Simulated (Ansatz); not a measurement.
**CH₅BClFSSi: one species, many methods**

How much do the methods differ for CH₅BClFSSi? The plan is to run it at one geometry with functionals of several rungs and with coupled cluster. The yardstick is the atomisation energy at the CCSD(T) limit.

The runs use Ansatz 0.2.0, Gaussian basis; functionals in def2-TZVPP, the program's frozen cores in correlated methods.

Plan: PBE-D4, r2SCAN-D4, PBE0-D4, B3LYP-D4, ωB97X-V, ωB97M-V, B2PLYP; CCSD(T)/def2-TZVPP; MP2/def2-QZVPP; extrapolation to the limit.

## 1. The relaxed structure

All runs share one geometry, relaxed beforehand with PBE0-D4 in a triple-zeta def2 set.

11 atoms, charge 0, spin multiplicity 1.

Atoms are counted from 1 here; the program's logs count them from 0.

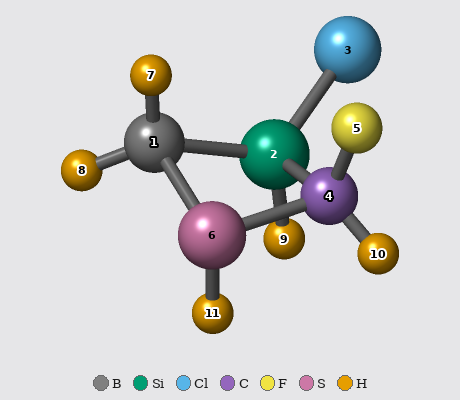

The geometry (boron grey, silicon teal, chlorine blue, carbon purple, fluorine yellow, sulfur pink, hydrogen amber); atoms are numbered from 1 in the order of the file.

## 2. PBE-D4 (GGA)

The input, in.yaml:

```yaml
crystal:
  periodic: [false, false, false]
  atoms:
    - {symbol: B, position_ang: [-0.295779, -1.459495, -0.277908]}
    - {symbol: Si, position_ang: [1.110338, -0.080751, 0.055332]}
    - {symbol: Cl, position_ang: [2.778467, 0.277279, -1.091651]}
    - {symbol: C, position_ang: [-0.265586, 1.261028, -0.153063]}
    - {symbol: F, position_ang: [-0.552431, 1.628162, -1.432942]}
    - {symbol: S, position_ang: [-1.554696, -0.007954, 0.341224]}
    - {symbol: H, position_ang: [-0.616371, -1.543916, -1.435301]}
    - {symbol: H, position_ang: [-0.429577, -2.449544, 0.383883]}
    - {symbol: H, position_ang: [1.509140, 0.110627, 1.481645]}
    - {symbol: H, position_ang: [-0.348341, 2.138687, 0.492403]}
    - {symbol: H, position_ang: [-1.269865, 0.069078, 1.656876]}
basis:
  gaussian: {orbitals: def2-TZVPP}
hamiltonian: {xc: pbe, dispersion: d4}
output: {forces: true, orbitals: {seedname: orbitals}}
```

Started as:

```bash
> ansatz run in.yaml --threads 4 --pin off --events-out ev --progress --plain --max-ram 10444MiB
```

Further steps of the session: r2SCAN-D4 (meta-GGA); PBE0-D4 (hybrid); B3LYP-D4 (hybrid); ωB97X-V (range-separated); ωB97M-V (range-separated); B2PLYP (double hybrid); CCSD(T) in def2-TZVPP; MP2 in def2-QZVPP.

Before running them: what should the planned runs give, taken together? Wanted: atomisation energy, CCSD(T)/CBS; farthest; mean size of error, hybrid; mean size of error, range-separated; gap, smallest and largest; T1 diagnostic; triples share of the correlation energy.

The runs gave:

| quantity | value |
| --- | --- |
| atomisation energy, CCSD(T)/CBS | 3658.1 kJ/mol |
| functionals within 18.3 kJ/mol (0.5 %) | B3LYP-D4 |
| farthest | PBE-D4 (+108.3 kJ/mol) |
| mean size of error, hybrid | 23.6 kJ/mol |
| mean size of error, range-separated | 34.7 kJ/mol |
| gap, smallest and largest | 4.32 eV (PBE-D4), 10.90 eV (ωB97X-V) |
| T1 diagnostic | 0.0124 |
| triples share of the correlation energy | 4.1 % |

In words: PBE-D4 is off by +108.3 kJ/mol. Double hybrids carry the basis error of their MP2 part in triple zeta, and no dispersion term here, so their miss is partly the set-up's. Misses under about 18.3 kJ/mol are within the doubt on the reference itself, which lacks core-valence correlation, relativity and higher excitations. Hartree-Fock recovers 72 % of the binding; the rest is correlation. Orbital gaps span 4.3 to 10.9 eV; exact exchange widens them.
